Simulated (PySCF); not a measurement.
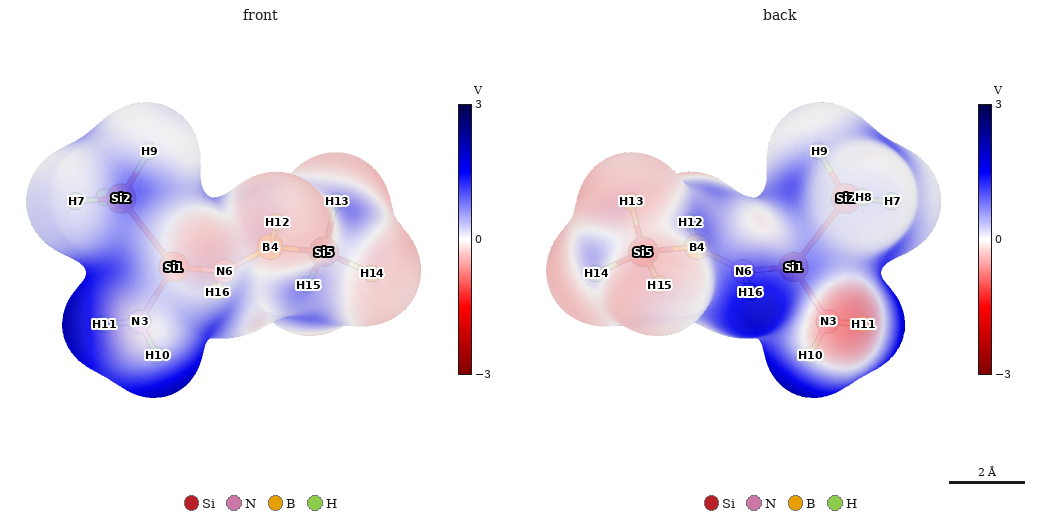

Figure. BH10N2Si3 (doublet). The molecular electrostatic potential painted on the density surface at 0.002 e/bohr³, seen from the front and from behind; the colour scale runs from red (negative) to blue (positive).

Geometry: PBE0-D3(BJ)/def2-SVP.

Computed with UKS B3LYP, IGLO-III on B N Si, pcH-1 on H, non-relativistic, mean-field spin-orbit, GIAO (PySCF).

| atom | x (Å) | y (Å) | z (Å) |
| --- | --- | --- | --- |
| Si | -1.0237 | -1.0858 | -0.2111 |
| Si | -2.7001 | 0.1316 | 0.9121 |
| N | -1.5359 | -1.2985 | -1.8599 |
| B | 1.5029 | -0.1325 | 0.6227 |
| Si | 3.1426 | 1.0340 | 0.4179 |
| N | 0.4817 | -0.1506 | -0.3363 |
| H | -3.9957 | -0.6123 | 0.8088 |
| H | -2.8973 | 1.5101 | 0.3573 |
| H | -2.3235 | 0.2433 | 2.3539 |
| H | -0.8951 | -1.7117 | -2.5319 |
| H | -2.4860 | -1.6038 | -2.0465 |
| H | 1.3661 | -0.8460 | 1.5969 |
| H | 3.2609 | 2.0190 | 1.5428 |
| H | 4.4048 | 0.2237 | 0.4144 |
| H | 3.1135 | 1.8205 | -0.8629 |
| H | 0.5709 | 0.4478 | -1.1566 |

Where is the surface potential most negative and most positive?

Answer. The most negative region (about −0.7 V) lies over N3, the most positive (about +2.0 V) over H10 and H11.
